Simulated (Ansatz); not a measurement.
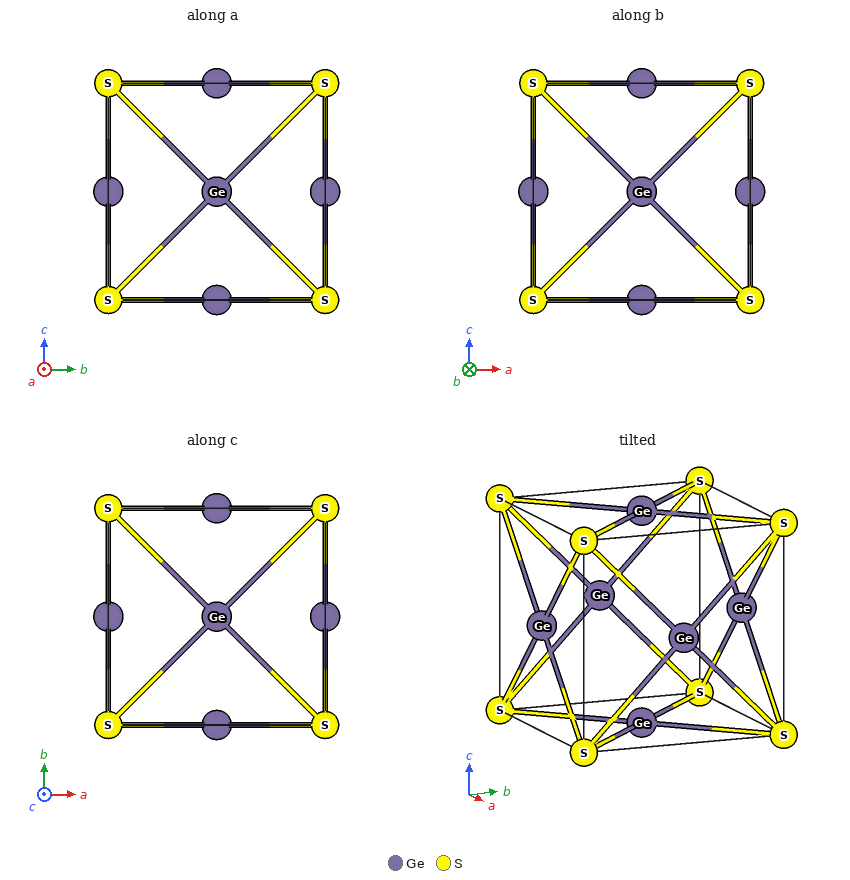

An orthographic ball-and-stick view of the structure, along the a axis, along the b axis, along the c axis and slightly off an axis. Lines trace the edges of the conventional unit cell.

Lattice parameters: a = 4.237 Å, b = 4.237 Å, c = 4.237 Å, α = 90.00°, β = 90.00°, γ = 90.00°.

Question: Transcribe the picture into a table of Wyckoff sites.

Answer: Space group Pm-3m (No. 221).
```tsv
atom	site	x	y	z
Ge	3c	0.0000	0.5000	0.5000
S	1a	0.0000	0.0000	0.0000
```

The initial geometry was a structure type filled with these elements by a generator (whether the compound takes this form wasn't checked). A relaxation with DFT r2SCAN, scalar-relativistic, plane waves, PAW in Ansatz 0.2.0 gave the geometry drawn.
